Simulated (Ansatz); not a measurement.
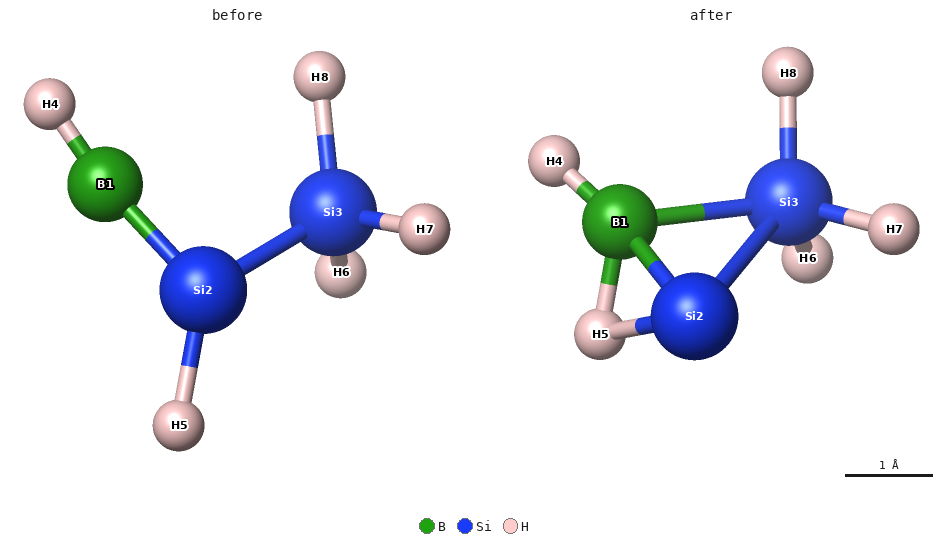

The structure of BSi2H5 before (left) and after (right) a relaxation, at one scale.

Style: ball-and-stick. Shown from a free direction.

It is one of the separated reactants of a reaction.

All numbers below come from RKS PBE-D4/def2-SVP (Ansatz).

Input file:
```yaml
crystal:
  periodic: [false, false, false]
  atoms:
    - {symbol: B, position_ang: [-1.205763, 0.326795, -1.149413]}
    - {symbol: Si, position_ang: [0.064719, 1.125744, -0.269398]}
    - {symbol: Si, position_ang: [0.663338, -0.629393, 0.584058]}
    - {symbol: H, position_ang: [-1.828936, -0.233358, -1.913899]}
    - {symbol: H, position_ang: [-0.083900, 2.511419, 0.507501]}
    - {symbol: H, position_ang: [-0.017015, -0.727127, 1.977535]}
    - {symbol: H, position_ang: [2.084904, -0.420900, 0.503391]}
    - {symbol: H, position_ang: [0.322653, -1.953181, -0.239774]}
basis:
  gaussian: {orbitals: def2-SVP}
hamiltonian: {xc: pbe, dispersion: d4}
relax: {f_tol: 0.03, max_steps: 250}
```

Run as
```bash
ansatz run in.yaml --threads 2 --pin off --events-out ev --progress --plain --max-ram 4352MiB
```

**What changed between the two?**

The largest move after the best rigid fit is that of H5, 1.31 Å. Largest moves by element: H 1.31 Å, Si 0.97 Å, B 0.66 Å. Near-neighbour distances that change, for instance: B1–H5 2.963 → 1.325 Å, Si2–Si3 2.041 → 2.644 Å, B1–Si3 2.723 → 2.122 Å, Si2–H5 1.596 → 1.748 Å. Among the angles between lasting bonds that change: B1–Si2–H5 125.2° → 43.0°, Si3–Si2–H5 124.8° → 74.5°, B1–Si2–Si3 91.8° → 52.8°. Over 19 geometry steps the energy falls by 2.335 eV. The largest force component goes from 6.8 to 0.023 eV/Å. Cost: 18 s on 2 threads of AMD EPYC 7R32, on a shared host.
